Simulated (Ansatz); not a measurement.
Reaction (SMILES): Cl[Si]Cl (closed-shell singlet) → 2 Cl atom + Si atom
B3LYP-D3(BJ)/def2-TZVP geometries, fixed; electronic energies without zero-point terms.

Basis-set convergence of the atomisation energy at HF with Ansatz (a quantum-chemistry and plane-wave program). Cartesian d functions, on some or all atoms, in 6-31G**, 6-311+G**; all else is spherical. A restricted Hartree-Fock determinant is unstable towards unrestricted orbitals. Open shells are unrestricted. No added dispersion term, no relativity. Functions are those of the species that has most. Reference: the value in aug-cc-pV(5+d)Z, 145.28 kcal/mol, itself unsure by roughly 0.12 kcal/mol (its mean distance from pcseg-4, aug-pcseg-3, aug-cc-pV(Q+d)Z). Deviations are taken from unrounded values.

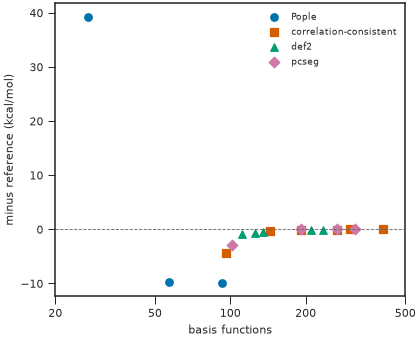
Deviation from the reference against the number of basis functions, by family of sets.

```tsv
basis	functions	atomisation energy (kcal/mol)	minus reference (kcal/mol)
STO-3G	27	184.55	39.27
6-31G**	57	135.47	-9.81
6-311+G**	93	135.35	-9.93
aug-cc-pV(D+d)Z	96	140.92	-4.36
pcseg-2	102	142.40	-2.88
def2-TZVP	111	144.49	-0.79
def2-TZVPP	126	144.63	-0.65
def2-TZVPD	135	144.78	-0.50
jun-cc-pV(T+d)Z	144	144.93	-0.35
cc-pV(Q+d)Z	192	145.13	-0.15
pcseg-3	192	145.39	0.11
def2-QZVPP	210	145.14	-0.14
def2-QZVPPD	234	145.18	-0.10
aug-cc-pV(Q+d)Z	267	145.19	-0.09
aug-pcseg-3	267	145.40	0.12
cc-pV(5+d)Z	300	145.26	-0.02
pcseg-4	315	145.43	0.15
aug-cc-pV(5+d)Z	408	145.28	0.00
```
